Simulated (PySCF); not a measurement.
Excited-state calculation, with input and output: BSiN2H7

BSiN2H7, SMILES BN[SiH2]N, computed with TDDFT PBE0/def2-SVPD, vertical, gas phase, core orbitals frozen in the response (PySCF 2.14.0).

The geometry comes from this level: PBE0-D3(BJ)/def2-SVP.

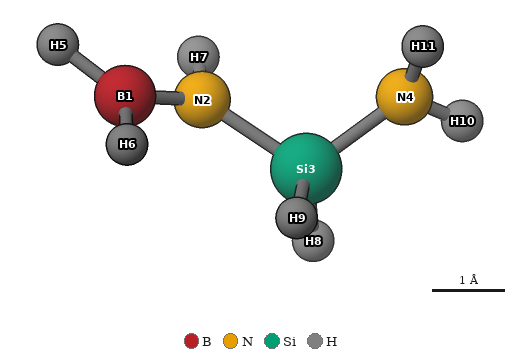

**Figure 1.** The structure as given in the input (ball-and-stick view, seen at a tilt; atoms are numbered from 1 in the order of the input).

**Summary**

| quantity | value |
| --- | --- |
| outcome | converged |
| total energy | −427.663183 hartree |
| HOMO | −7.70 eV |
| LUMO | −0.05 eV |
| dipole moment | 2.39 D |
| mean polarisability | 59.00 a.u. |
| vertical ionisation energy | 9.83 eV |
| lowest singlet excitation | 6.53 eV |
| hardware | 1 CPU thread, shared host |
| wall time | 78 s |
| peak memory | 0.63 GiB |

**The input**
```
{"job": {"kind": "uv", "xc": "PBE0", "basis": "def2-SVPD", "ip": true}, "charge": 0, "multiplicity": 1}
B      2.043274     0.141229    -0.485978
N      0.876316     0.234783     0.283384
Si    -0.647944    -0.607242     0.028421
N     -1.938371     0.533155     0.047023
H      3.020739     0.785849    -0.175205
H      2.057001    -0.582839    -1.456557
H      0.899088     0.866168     1.080684
H     -0.954927    -1.544618     1.150404
H     -0.442256    -1.371567    -1.236211
H     -2.824057     0.295326     0.476068
H     -2.052254     1.222810    -0.686576
```

The first line tells a small driver script what to run in PySCF; the rest is the geometry in Å.

Launched with:
```bash
OMP_NUM_THREADS=1 python <driver script> task.json out
```

**Output**
```
coarse grid: 9176 points
cycle   1  E = -427.5649613432  dE =  8.272e-02  |g| = 4.773e-01  |ddm| = 4.410e+00
cycle   2  E = -427.5255720811  dE =  3.939e-02  |g| = 6.384e-01  |ddm| = 1.499e+00
cycle   3  E = -427.6161895353  dE = -9.062e-02  |g| = 5.888e-02  |ddm| = 8.500e-01
cycle   4  E = -427.6170809324  dE = -8.914e-04  |g| = 2.013e-02  |ddm| = 1.008e-01
cycle   5  E = -427.6171800580  dE = -9.913e-05  |g| = 6.936e-03  |ddm| = 3.063e-02
cycle   6  E = -427.6171900710  dE = -1.001e-05  |g| = 1.990e-03  |ddm| = 9.652e-03
cycle   7  E = -427.6171910442  dE = -9.733e-07  |g| = 2.019e-04  |ddm| = 3.310e-03
final grid: 82728 points
cycle   8  E = -427.6631719505  dE = -1.537e-05  |g| = 6.987e-03  |ddm| = 5.736e-02
cycle   9  E = -427.6631597137  dE =  1.224e-05  |g| = 1.029e-02  |ddm| = 2.006e-02
cycle  10  E = -427.6631829874  dE = -2.327e-05  |g| = 5.839e-04  |ddm| = 1.068e-02
cycle  11  E = -427.6631830788  dE = -9.137e-08  |g| = 1.572e-04  |ddm| = 8.273e-04
cycle  12  E = -427.6631830836  dE = -4.777e-09  |g| = 7.503e-05  |ddm| = 3.579e-04
cycle  13  E = -427.6631830849  dE = -1.316e-09  |g| = 1.092e-05  |ddm| = 1.018e-04
cycle  14  E = -427.6631830849  dE = -3.229e-11  |g| = 1.990e-06  |ddm| = 2.997e-05
```

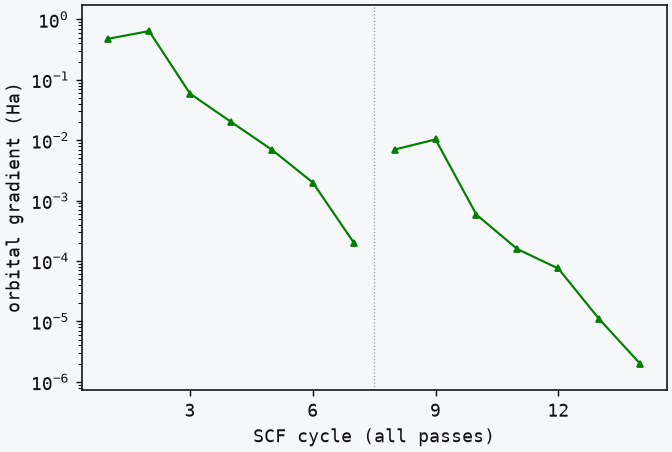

**Figure 2.** Convergence of the self-consistent field: orbital gradient against the SCF cycle. The dotted line marks the change from a coarse to the final integration grid. The first 7 cycles use a coarse grid, the final grid takes over at cycle 8, and the field converges after 14 cycles in all.

```
converged SCF energy = -427.6631830849

Static polarisability (au): isotropic 59.002, principal 50.514 55.306 71.187

Singlet excitations
state   eV       nm        f      main configurations
  1   6.5318    189.8   0.03493   H->L 0.64, H->L+1 0.31
  2   6.7385    184.0   0.00887   H->L+1 0.50, H-2->L 0.21, H->L 0.16
  3   6.8020    182.3   0.00704   H-2->L 0.41, H-1->L 0.22, H->L 0.18
  4   7.3609    168.4   0.01395   H->L+2 0.88
  5   7.5861    163.4   0.28238   H-1->L 0.60, H-2->L 0.30
  6   7.7851    159.3   0.00876   H-1->L+1 0.71, H-1->L+2 0.13, H-2->L+1 0.08
  7   8.0159    154.7   0.00347   H->L+3 0.83
  8   8.0888    153.3   0.00597   H-2->L+1 0.59, H-2->L+2 0.15, H-1->L+1 0.13
  9   8.1131    152.8   0.01295   H-1->L+2 0.50, H->L+4 0.17, H-2->L+1 0.14
 10   8.1976    151.2   0.00421   H->L+4 0.41, H-1->L+2 0.26, H->L+7 0.14

Triplet excitations (Tamm-Dancoff, eV): 5.9000 6.0617 6.2205 6.7298
Vertical ionisation energy (delta-SCF) = 9.8316 eV
```

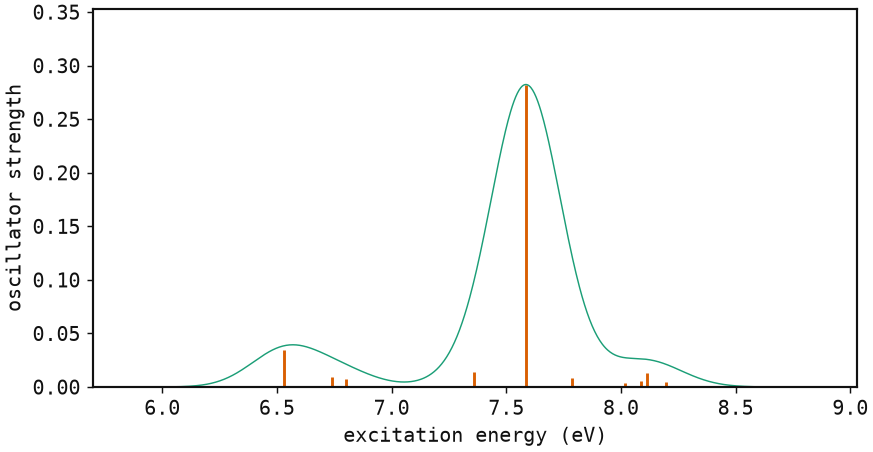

**Figure 3.** Computed excitations as sticks (degenerate states added up, dark ones marked on the axis), with a Gaussian envelope of 0.35 eV full width at half maximum, scaled to the tallest. Of the 10 states the lowest lies at 6.53 eV (f = 0.035); the strongest line is at 7.59 eV, or 163 nm (f = 0.282).

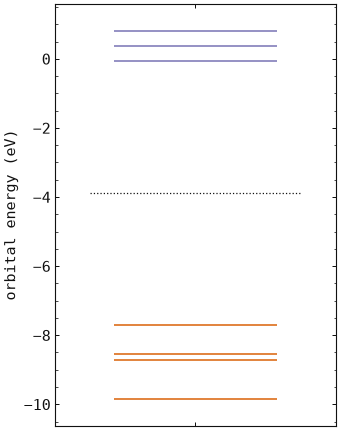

**Figure 4.** Orbital energies near the frontier; the dotted line parts filled from empty levels, and levels within 0.02 eV of each other stand side by side. Highest filled −7.70 eV, lowest empty −0.05 eV, 7.65 eV apart.
